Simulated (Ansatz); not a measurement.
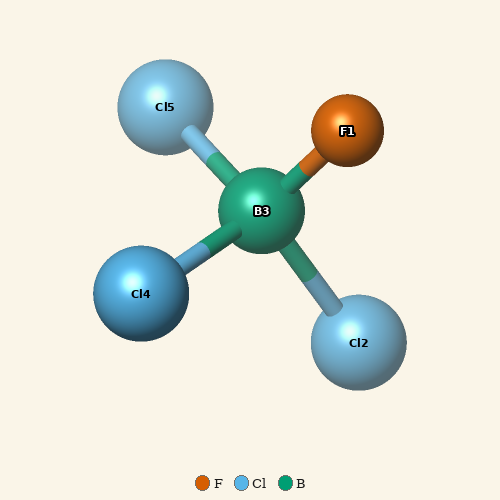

The system is BCl₃F, charge −1; the picture shows the reference structure. 
- First axis: separation of B3 and F1 along their line in the relaxed pair. Second axis: sideways slip of F1.
- Nothing is relaxed (both partners rigid).
- The grid has 15 × 15 points.
- Points are written as (first, second).
- All energies are given in kJ/mol relative to the ion and the molecule far apart, frozen as in the relaxed pair, each in its own basis (no counterpoise correction).
- Computed with RKS PBE-D4/def2-SVPD in Ansatz.

Its coordinates:

```tsv
atom	x (Å)	y (Å)	z (Å)
F	-0.1414	0.0784	-1.4831
Cl	-1.1471	1.2852	0.7134
B	-0.0102	0.0057	-0.1066
Cl	-0.4895	-1.7307	0.4914
Cl	1.7882	0.3615	0.3848
```

Range: separation of B3 and F1 along their line in the relaxed pair from 1.163 to 3.763 Å; sideways slip of F1 from −1.500 to 1.500 Å.

Predict the map.

Answer. The lowest grid point is at (1.334 Å, 0.000 Å), −547 kJ/mol from the ion and the molecule far apart, frozen as in the relaxed pair, each in its own basis (no counterpoise correction). It is the only kind of minimum in the scanned range. The highest grid point, (1.163 Å, −1.500 Å), lies 587 kJ/mol above the lowest. Round the minimum the two coordinates are nearly uncoupled.

```tsv
second ↓, first →	1.163	1.228	1.334	1.464	1.613	1.778	1.957	2.148	2.351	2.564	2.786	3.018	3.258	3.507	3.763
1.500	−217	−224	−231	−232	−226	−213	−197	−179	−161	−144	−129	−116	−106	−97	−91
1.286	−272	−280	−285	−282	−271	−252	−229	−205	−181	−159	−140	−124	−112	−101	−94
1.071	−336	−344	−348	−340	−322	−295	−263	−231	−201	−175	−152	−133	−117	−105	−96
0.857	−397	−408	−413	−401	−374	−338	−298	−258	−221	−189	−162	−140	−123	−109	−99
0.643	−440	−461	−471	−457	−424	−380	−331	−283	−239	−202	−171	−147	−127	−112	−101
0.429	−453	−491	−514	−503	−466	−414	−357	−303	−254	−213	−179	−152	−131	−115	−103
0.214	−443	−500	−539	−533	−493	−437	−375	−316	−263	−219	−184	−155	−133	−116	−104
0.000	−435	−501	−547	−543	−503	−445	−381	−321	−267	−222	−185	−156	−134	−117	−104
−0.214	−441	−499	−538	−532	−493	−436	−375	−316	−263	−219	−184	−155	−133	−116	−104
−0.429	−439	−479	−506	−498	−463	−412	−356	−302	−254	−212	−179	−152	−131	−115	−103
−0.643	−395	−424	−445	−441	−414	−374	−327	−281	−238	−202	−171	−146	−127	−112	−101
−0.857	−301	−331	−358	−366	−353	−326	−292	−255	−219	−188	−161	−140	−122	−109	−99
−1.071	−177	−216	−257	−282	−286	−275	−252	−225	−198	−172	−150	−132	−117	−105	−96
−1.286	−51	−101	−158	−200	−221	−224	−213	−196	−176	−156	−139	−123	−111	−101	−94
−1.500	41	−12	−79	−132	−165	−178	−178	−168	−155	−140	−127	−115	−105	−97	−91
```

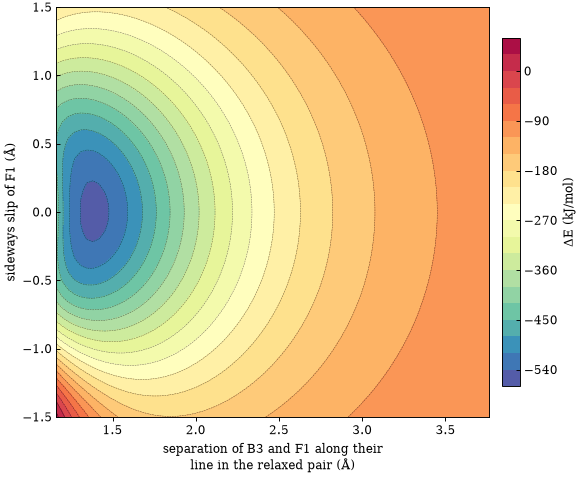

In the figure: filled contours. Between grid points the surface is interpolated.

Each point was launched as `ansatz run input.yaml --threads 1 --pin off --max-ram 2560MiB --backend cpu --events-out ev --progress --plain --runs-dir out`. Time for the 225 points that were run: 21 min on 1 thread of Arm Neoverse V2 (shared host).
